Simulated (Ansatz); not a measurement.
A computed optical spectrum

Method: Ansatz, PBE, independent particles, without spin-orbit coupling, line width 0.15 eV (Gaussian); metals get a typed carrier damping. The response is along the first axis of the cell.

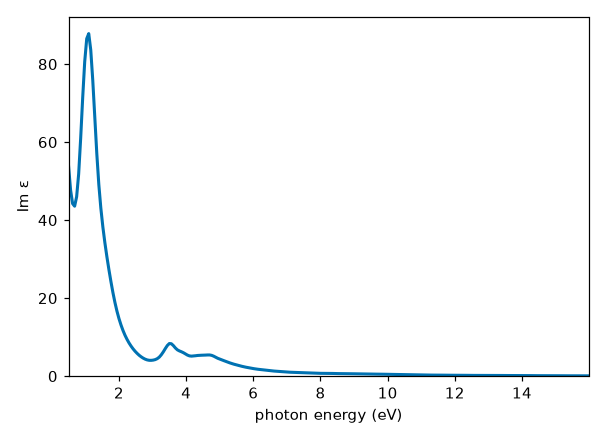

Task: To which candidate does it belong?
A. Sn (I4_1/amd)
B. CsSnI3 (Pm-3m)
C. Cs2HgSe2 (Pbam)

Result: A. Sn (I4_1/amd): a metal, with a Drude term, main peak of the conductivity above 1 eV at 1.14 eV. The others: CsSnI3 (Pm-3m), least direct gap 0.31 eV, ε∞ = 10.04 along the first axis, strongest peak along the first axis at 2.49 eV; Cs2HgSe2 (Pbam), least direct gap 2.03 eV, ε∞ = 6.39 along the first axis, strongest peak along the first axis at 4.20 eV.
